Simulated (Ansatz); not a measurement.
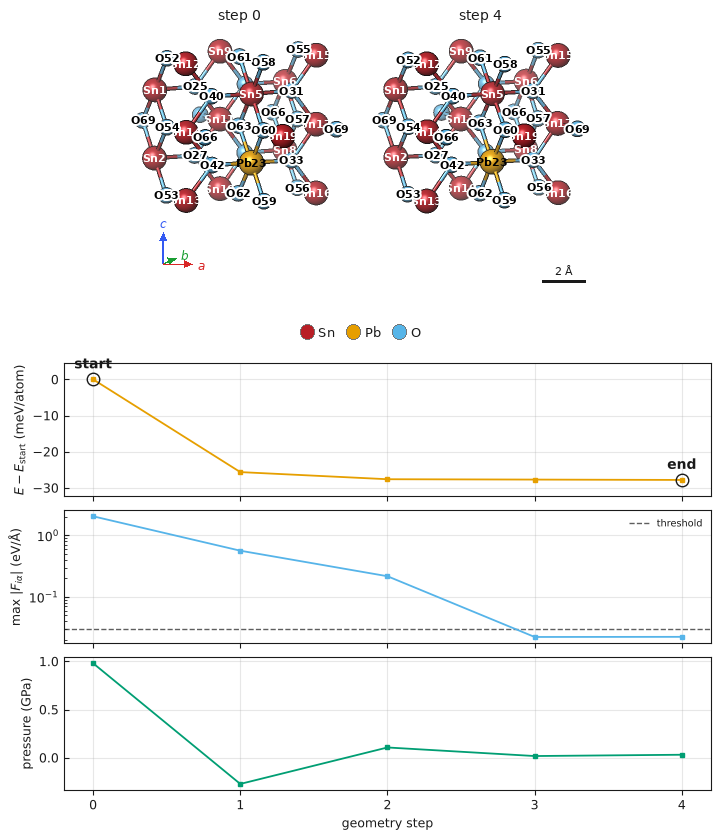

First and last geometry of a relaxation of crystalline Sn19Pb5O48 (a generated structure, set up in P1), with the history of the run. The picture is a ball-and-stick view of the atoms within 5.0 Å of the atom that moves most (axes of the cell of the calculation), seen slightly off an axis.

Method: DFT, PBEsol, PAW, plane waves (Ansatz). Settings: plane-wave cutoff 420 eV; k-point mesh 1 × 1 × 1; mesh shifted by (0.25, 0.25, 0.25); no spin polarisation; cell relaxed at fixed alpha, beta, gamma; force threshold 0.03 eV/Å; at most 80 steps.

Q: Did the run converge, and what did it change?

A: It converged. After 4 geometry steps the energy has fallen by 27.8 meV per atom. The largest force component goes from 2 to 0.022 eV/Å. Pressure: 0.98 GPa at the start and 0.03 GPa at the end. The atom that moves furthest relative to the cell is an O atom (0.14 Å roughly along [−1 1 3]). By element the largest moves are O 0.14 Å, Sn 0.08 Å, Pb 0.06 Å. The volume changes by +0.2 %, with a 9.625 → 9.629 Å (0.0 %), b 9.625 → 9.628 Å (0.0 %), c 9.749 → 9.757 Å (+0.1 %). Among the contacts that change: O–Pb 2.053 → 2.145 Å, O–Sn 2.135 → 2.047 Å, O–Sn 2.166 → 2.085 Å, O–Sn 2.119 → 2.056 Å. Among the angles between lasting bonds that change: O–Sn–O 103.9° → 96.7°, Sn–O–Sn 126.4° → 133.4°, O–Sn–O 77.2° → 82.5°. The space group stays P1 (No. 1).

```tsv
step	E − E(0), meV/atom	largest force component, eV/Å	pressure, GPa
0	0.00	2.0436	0.98
1	-25.65	0.5635	-0.27
2	-27.62	0.2167	0.11
3	-27.72	0.0223	0.02
4	-27.82	0.0224	0.03
```
